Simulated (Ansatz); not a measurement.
# BSiH3OF2 (SMILES FB(F)O[SiH3]): CCSD/cc-pVDZ

Aim: the vertical singlet–triplet gap of BSiH3OF2 at CCSD/cc-pVDZ, from 2 runs. 

Program for the calculation: Ansatz 0.2.0.

121 further runs of the same task are left out: 3 that didn't finish, 118 set aside as unsound or not needed.

### 1 The structure to begin with

The species is BSiH3OF2 (8 atoms), meant as a singlet with charge 0. SMILES: `FB(F)O[SiH3]`. The shape is that of a PBE0-D4/def2-TZVP optimisation.

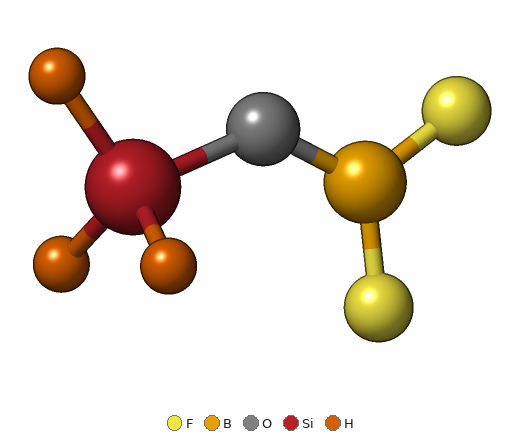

Viewed from a chosen angle; fluorine yellow, boron amber, oxygen grey, silicon red, hydrogen orange.

### 2 A single-point energy at CCSD/cc-pVDZ

job.yaml reads:

```yaml
crystal:
  periodic: [false, false, false]
  atoms:
    - symbol: F
      position_ang: [1.644600, -1.936200, 1.091800]
    - symbol: B
      position_ang: [0.585700, -1.261700, 0.687700]
    - symbol: F
      position_ang: [-0.607700, -1.793900, 0.922400]
    - symbol: O
      position_ang: [0.726600, -0.084400, 0.064800]
    - symbol: Si
      position_ang: [-0.345100, 1.014900, -0.568200]
    - symbol: H
      position_ang: [-1.234600, 1.517600, 0.506100]
    - symbol: H
      position_ang: [0.469500, 2.116500, -1.124900]
    - symbol: H
      position_ang: [-1.146900, 0.370000, -1.635500]
basis:
  gaussian:
    orbitals: cc-pVDZ
scf:
  omitted_lower_state_checks: [cluster_reference, increment]
correlation:
  method: ccsd
  frozen_orbitals: {B: 1, F: 1, H: 0, O: 1, Si: 5}
accuracy: high
```

Run with:

```console
ansatz run job.yaml --threads 1 --pin off --max-ram 3480MiB --events-out events.jsonl --progress --plain --runs-dir runs
```

The program printed, cut to the lines that bear on the results:

```text
Warning: RAYON_NUM_THREADS=1 ignored (pool sized by the plan → 1); use --threads N
Functional definition: HF
  name "HF"
[...]
2009 factors; integrals over basis functions are off by at most 3.9e-9 eV
[...]
mean field -16036.56879920 eV, -589.3330333939 hartree, gradient 2.9e-8 eV, S^2 0.000000; 0 other end points of the search recorded, 0 dependent functions left out
9 core orbitals not correlated: weight in the atoms' cores, before any rotation towards them, 1.000 or more for the frozen orbitals, at most 0.000 for the correlated occupied ones
reference -16036.56879920 eV, -589.3330333939 hartree; 15, 15 occupied and 65, 65 virtual orbitals, 2009 factors
second order -19.86476849 eV of doubles, -0.00000000 eV of singles
cycle   1  -20.08723222 eV  change   -2.2e-1 eV  update   1.0e-1
[...]
cycle  19  -20.66405168 eV  change   -1.4e-9 eV  update   2.1e-9
Total energy: -16057.23285088 eV, -590.0924232866 hartree
Checks for a lower state left out: cluster_reference, increment
```

Run time: 20 s. Hardware: 1 thread of Arm Neoverse V2, shared host; peak memory 0.54 GiB.

### 3 The triplet at the same level

in.yaml reads:

```yaml
crystal:
  periodic: [false, false, false]
  atoms:
    - {symbol: F, position_ang: [1.644600, -1.936200, 1.091800]}
    - {symbol: B, position_ang: [0.585700, -1.261700, 0.687700]}
    - {symbol: F, position_ang: [-0.607700, -1.793900, 0.922400]}
    - {symbol: O, position_ang: [0.726600, -0.084400, 0.064800]}
    - {symbol: Si, position_ang: [-0.345100, 1.014900, -0.568200]}
    - {symbol: H, position_ang: [-1.234600, 1.517600, 0.506100]}
    - {symbol: H, position_ang: [0.469500, 2.116500, -1.124900]}
    - {symbol: H, position_ang: [-1.146900, 0.370000, -1.635500]}
basis:
  gaussian:
    orbitals: cc-pVDZ
magnetization:
  spin_polarized: true
  initial_magnetization: 2
correlation:
  method: ccsd
  frozen_orbitals: {B: 1, F: 1, H: 0, O: 1, Si: 5}
accuracy: high
scf:
  omitted_lower_state_checks: [cluster_reference, increment]
```

Run with:

```console
ansatz run in.yaml --threads 1 --pin off --max-ram 3480MiB --events-out events.jsonl --progress --plain --runs-dir runs
```

The program printed, cut to the lines that bear on the results:

```text
Warning: RAYON_NUM_THREADS=1 ignored (pool sized by the plan → 1); use --threads N
Functional definition: HF
  name "HF"
[...]
2009 factors; integrals over basis functions are off by at most 3.9e-9 eV
[...]
mean field -16028.01992452 eV, -589.0188680439 hartree, gradient 1.8e-8 eV, S^2 2.011928; 11 other end points of the search recorded, 0 dependent functions left out
9 core orbitals not correlated: weight in the atoms' cores, before any rotation towards them, 1.000 or more for the frozen orbitals, at most 0.000 for the correlated occupied ones
reference -16028.01992452 eV, -589.0188680439 hartree; 16, 14 occupied and 64, 66 virtual orbitals, 2009 factors
second order -19.88725935 eV of doubles, -0.00000000 eV of singles
cycle   1  -19.96818846 eV  change   -8.1e-2 eV  update   1.2e-1
[...]
cycle  56  -20.75290569 eV  change   -3.1e-9 eV  update   3.2e-9
Total energy: -16048.77283020 eV, -589.7815232610 hartree
Checks for a lower state left out: cluster_reference, increment
```

It took 4.2 min on 1 thread of Arm Neoverse V2, shared host; peak memory 1.1 GiB.

### 4 Results

Level: CCSD/cc-pVDZ, 9 core orbitals frozen.

| quantity | value |
| --- | --- |
| singlet: total energy | -590.09242 Eh |
| singlet: correlation energy (9 core orbitals frozen) | -759.4 mEh |
| singlet: T1 diagnostic | 0.012 |
| triplet: total energy | -589.78152 Eh |
| triplet: correlation energy (9 core orbitals frozen) | -762.7 mEh |
| triplet: ⟨S²⟩ of the reference determinant | 2.012 |
| triplet: T1 diagnostic | 0.041 |
| vertical energy of the triplet above the singlet | 8.460 eV |

In words: At this shape the triplet lies 8.46 eV (195 kcal/mol) above the singlet.
